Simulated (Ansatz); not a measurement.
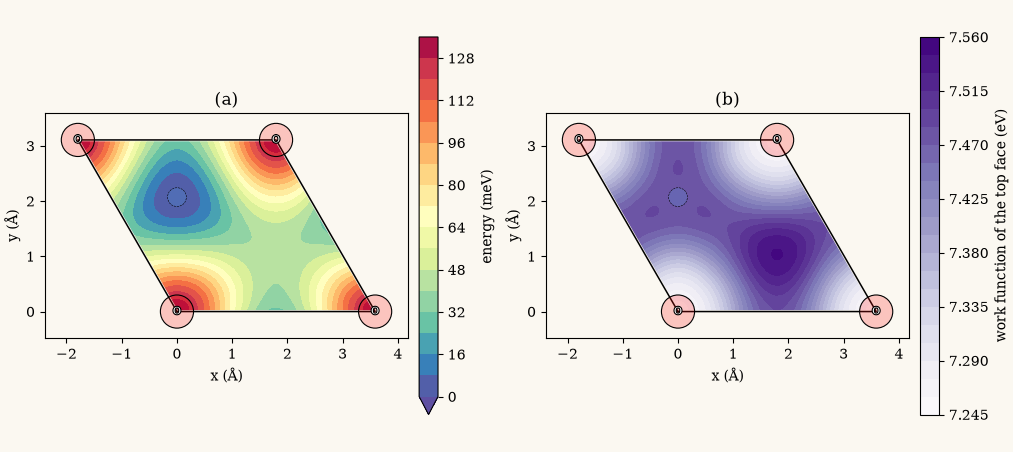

Br on a HfO₂(111) slab cut from the Fm-3m phase, its upper half relaxed before the scan (6 atoms of substrate and one adsorbate in a 1 × 1 cell). Br is moved over the surface cell at a fixed height above a rigid substrate; the origin of the map has the adsorbate above O6; the height is held at 3.00 Å. Places are given modulo a cell vector. The map is drawn in real space over the plane of the surface. The grid has 6 × 6 points; 10 points were computed and 26 follow by symmetry. Energies are in meV, from the lowest grid point. With one adsorbate in each 1 × 1 cell, its nearest image is 3.6 Å away, so neighbouring adsorbates interact. At a fixed height the lowest place need not be the adsorption site. These are results of DFT PBE+D3(BJ), scalar-relativistic, plane waves, PAW in Ansatz, not measurements. Settings: cutoff 420 eV, k-mesh 9×9×1, gaussian smearing 0.05 eV, spin-polarised.

Panel (a) is the energy; panel (b) is the computed work function of the top face, in eV.

The picture shows filled contours, labelled circles for the atoms of the top layer and small ones for the second layer, the outline of one cell of the plane. Between grid points the surface is interpolated.

**How does the work function of the top face vary over the map, and what is it at the lowest grid point?**

It runs from 7.25 eV at the top site over a surface O atom, (0/6, 0/6) of the cell vectors to 7.55 eV at a threefold hollow over a third-layer O atom, (4/6, 2/6) of the cell vectors. At the lowest grid point, a threefold hollow over a second-layer Hf atom, (2/6, 4/6) of the cell vectors, it is 7.48 eV.

PAW datasets: the set soft_1.
